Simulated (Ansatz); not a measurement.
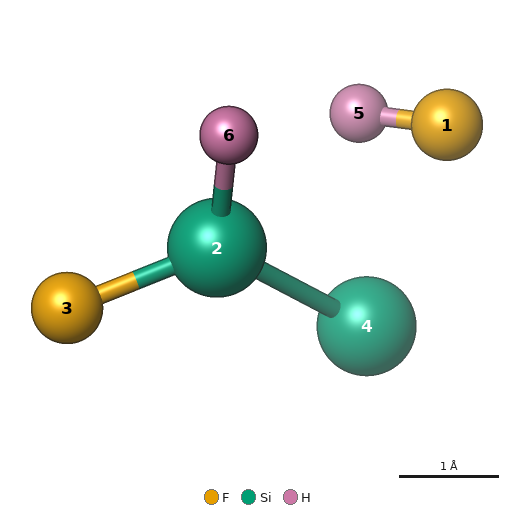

Orthographic view. Distant atoms are faded towards the background colour. The geometry was computed by an optimisation with PBE-D4/def2-SVP. No frequency run is at hand to confirm it as a minimum.

List all interatomic distances (Å) as a matrix.

```
atom    F1   Si2    F3   Si4    H5    H6
  F1  0.00                              
 Si2  2.82  0.00                        
  F3  4.42  1.65  0.00                  
 Si4  2.26  2.25  3.44  0.00            
  H5  0.99  2.41  3.87  2.17  0.00      
  H6  2.94  1.51  2.55  3.41  2.70  0.00
```
